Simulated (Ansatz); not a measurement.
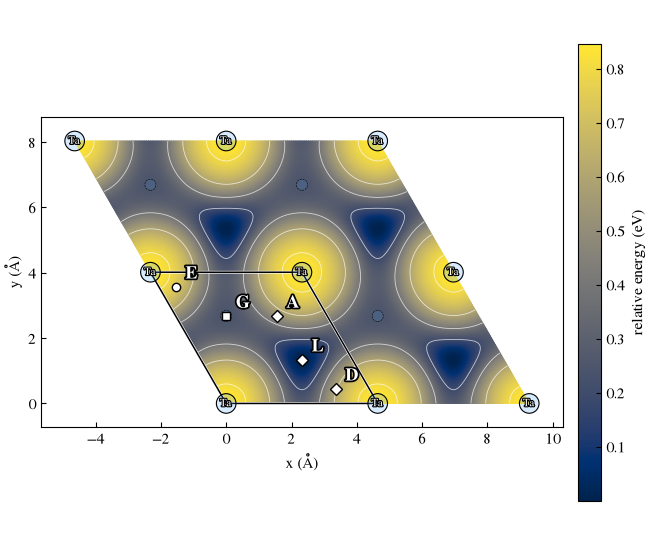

Na on a Ta(111) slab cut from the Im-3m phase, its upper half relaxed before the scan (6 atoms of substrate and one adsorbate in a 1 × 1 cell). Na is moved over the surface cell; relaxed at each place: the height of the adsorbate's atoms; substrate rigid; the origin of the map has the adsorbate above Ta6. Places are given modulo a cell vector. The map is drawn in real space over the plane of the surface. The scan uses a 9 × 9 grid; 19 points were computed and 62 follow by symmetry. Energies: eV, counted from the lowest grid point. With one adsorbate in each 1 × 1 cell, its nearest image is 4.6 Å away, so neighbouring adsorbates interact. Level of theory: DFT PBEsol, scalar-relativistic, plane waves, PAW in Ansatz 0.2.0. Settings: cutoff 420 eV, k-mesh 6×6×1, gaussian smearing 0.1 eV, no spin polarisation.

The picture shows a smooth colour map with a few white contour lines, labelled circles for the atoms of the top layer and small ones for the second layer, the outline of one cell of the 2 × 2 shown, lettered points. Between grid points the surface is interpolated.

Is E the lowest point of the computed grid?

No. E lies 0.74 eV above the lowest grid point, which is at a threefold hollow over a third-layer Ta atom, (6/9, 3/9) of the cell vectors.

What kind of point is each of A, D, E, G, L: minimum, saddle, maximum or slope?

A: on a slope; D: on a slope; E: on a slope; G: minimum; L: minimum. (In these two coordinates alone; a stationary point may lie a little off the grid point.)

PAW datasets: the set soft_1.
